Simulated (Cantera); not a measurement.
A closed system holds: 1 mol Al2O3, 2800 mol H2, equilibrated at 0.518 Torr.

Method: chemical equilibrium by Gibbs-energy minimisation in Cantera with the NASA 1993 tables (ideal gas, pure condensed phases). Candidate condensed phases: Al, Al2O3, H2O; 19 gas species. The tables' values for AlOH are old estimates; treat these amounts as uncertain. Kinetics and transport are ignored.

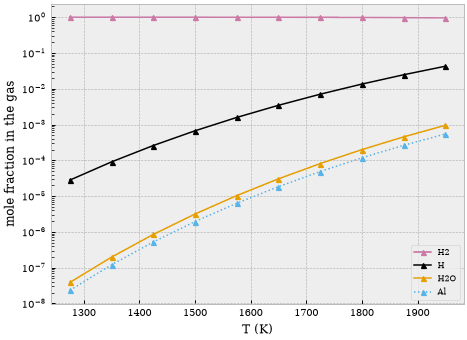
Figure: Equilibrium gas composition (values under 1e-9 drawn at 1e-9)

From 1275 K to 1875 K the condensed part is Al2O3(s). At 1950 K nothing is condensed. The main Al-bearing gas is Al throughout.
